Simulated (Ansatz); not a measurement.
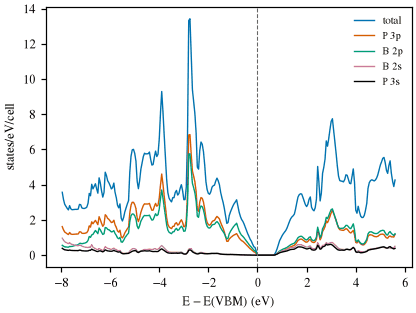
Figure. Total and projected density of states of BP in space group Pm-3n (No. 223; B on 6d, P on 6c), DFT-r²SCAN in the program Ansatz with PAW potentials

Problem. Which orbitals carry the states next to the gap?

Solution. Top 1 eV of the valence band: B 2p 57 %, P 3p 40 %. Bottom 1 eV of the conduction band: B 2p 29 %, P 3p 23 %, B 2s 20 %, P 3s 15 %, outside the projected shells 13 %. Projections are on Löwdin-orthogonalised atomic valence shells; empty p or d shells of many metals are not among them.

Problem. Where is the tallest occupied peak in this window, and what makes it?

Solution. Near -2.8 eV, about 13 states/eV per cell; the largest projected share is P 3p.

The start of the workflow was typed in or built on a structure type; neither database checked (COD, Materials Project) lists it. It is not the phase usual at ambient conditions (space group No. 216). Symmetry was held in the r²SCAN relaxation; whether a distortion lowers the energy is not shown.

Potentials: the earlier of the program's two PAW sets.
